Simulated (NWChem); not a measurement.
# r2SCAN/6-311+G(d,p) run of AlCl (aluminium monochloride)

What is the electronic atomisation energy of AlCl (aluminium monochloride) at r2SCAN/6-311+G**? 

Program for the calculation: NWChem 7.3.0.

2 further runs of the same task are left out: 1 that didn't finish, 1 set aside as unsound or not needed.

## 1. Starting point

The species is AlCl (2 atoms), meant as a singlet with charge 0. SMILES: `[Al][Cl]`. Geometry: the measured bond length.

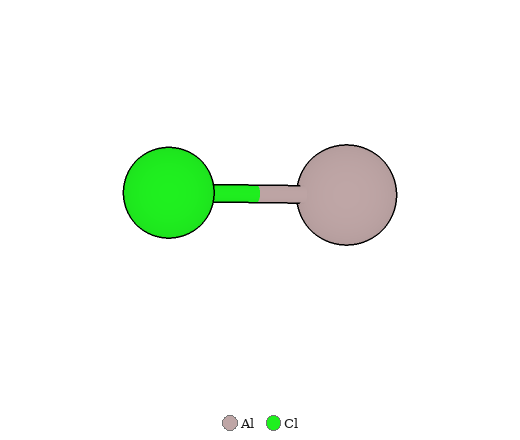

The structure, seen from a chosen angle (aluminium light grey, chlorine green).

## 2. The energy at r2SCAN/6-311+G(d,p)

Input file a.xyz:

```xyz
2
AlCl r2SCAN
Al     0.000000     0.000000     0.000000
Cl     0.000000     0.000000     2.130113
```

Input file a.nw:

```
start a
title "AlCl r2SCAN"
memory stack 880 mb heap 220 mb global 1100 mb
geometry units angstroms noautosym nocenter noautoz
load a.xyz
end
basis spherical bse
* library 6-311+G**
end
dft
xc r2scan
grid coarse
convergence energy 1e-08
iterations 100
mulliken
print low
end
task dft
```

Started as:

```bash
$ nwchem a.nw > a.out
```

The log of the run:

```text
[...]
 d= 0,ls=0.0,diis     1   -702.5989592435 -7.58D+02  1.70D-02  8.13D-01     0.5
[...]
 d= 0,ls=0.0,diis     8   -702.6318358697 -2.00D-09  4.21D-06  4.81D-08     2.9
         Total DFT energy =     -702.631835869652
      One electron energy =    -1082.089309023380
           Coulomb energy =      371.372676109919
    Exchange-Corr. energy =      -46.817535381247
 Nuclear repulsion energy =       54.902332425056
[...]
      Total Density - Mulliken Population Analysis
     ---------------------------------------------
    Atom       Charge   Shell Charges
 -----------   ------   -------------------------------------------------------
    1 Al  13    12.89   0.79  1.18  0.99  1.00  1.06  1.04  2.12  3.79  0.34  0.37  0.14  0.12 -0.13  0.09
    2 Cl  17    17.11   0.78  1.19  0.90  1.08  1.00  1.05  7.41 -1.51  1.07  3.03  1.46 -0.18 -0.18  0.01
[...]
```

It took 4.2 s on 1 thread of Intel Xeon 6975P-C (Granite Rapids), shared host; peak memory 0.1 GiB.

## 3. The Al atom at the same level

Input file geom.nw:

```
start geom
memory stack 880 mb heap 220 mb global 1100 mb

geometry units angstrom noautosym nocenter noautoz
  Al     0.000000     0.000000     0.000000
end

basis spherical bse
  * library 6-311+G**
end

dft
  xc r2scan
  mult 2
  grid coarse
  convergence energy 1e-08
  maxiter 100
  mulliken
  print low
end

task dft energy
```

Started as:

```bash
$ nwchem geom.nw > geom.out
```

The log of the run:

```text
[...]
 d= 0,ls=0.0,diis     1   -242.3062859783 -2.42D+02  3.80D-02  7.08D-02     0.2
[...]
 d= 0,ls=0.0,diis     8   -242.3284495395 -6.15D-10  3.68D-06  1.60D-11     0.7
[...]
         Total DFT energy =     -242.328449539473
      One electron energy =     -336.728780621050
           Coulomb energy =      112.934715747749
    Exchange-Corr. energy =      -18.534384666172
 Nuclear repulsion energy =        0.000000000000
[...]
      Total Density - Mulliken Population Analysis
     ---------------------------------------------
    Atom       Charge   Shell Charges
 -----------   ------   -------------------------------------------------------
    1 Al  13    13.00   0.79  1.18  0.99  1.00  1.11  0.94  2.12  3.79  0.28  0.54 -0.01  0.01  0.27  0.00
     --------------------------------------------
      Spin Density - Mulliken Population Analysis
     --------------------------------------------
    Atom       Charge   Shell Charges
 -----------   ------   -------------------------------------------------------
    1 Al  13     1.00  -0.00  0.00  0.00 -0.00 -0.01  0.01  0.01 -0.01  0.17  0.55  0.00  0.02  0.26 -0.00
[...]
      <S2> =      0.7550 (Exact =     0.7500)
[...]
```

Run time: 1.7 s. Hardware: 1 thread of Intel Xeon 6975P-C (Granite Rapids), shared host; peak memory 0.1 GiB.

## 4. The Cl atom

Input file calc.xyz:

```xyz
1
aluminium monochloride
Cl     0.000000     0.000000     0.000000
```

Input file calc.nw:

```
start calc
title "aluminium monochloride"
memory total 2200 mb

geometry noautosym nocenter noautoz
  load calc.xyz
end

basis spherical bse
  Cl library 6-311+G**
end

dft
  xc r2scan
  mult 2
  grid coarse
  convergence energy 1e-08
  maxiter 100
  mulliken
  noprint "final vectors analysis"
end

task dft energy
```

Run the same way, it converges to -460.11425 Eh (log not shown).

## 5. What came out

At r2SCAN/6-311+G**:

```
                     quantity          value
       molecule: total energy  -702.63184 Eh
        Al atom: total energy  -242.32845 Eh
                Al atom: ⟨S²⟩          0.755
        Cl atom: total energy  -460.11425 Eh
                Cl atom: ⟨S²⟩          0.753
electronic atomisation energy       5.147 eV
```

In words: Taking the molecule apart into free atoms costs 5.15 eV (119 kcal/mol), before zero-point energy and without spin-orbit coupling.
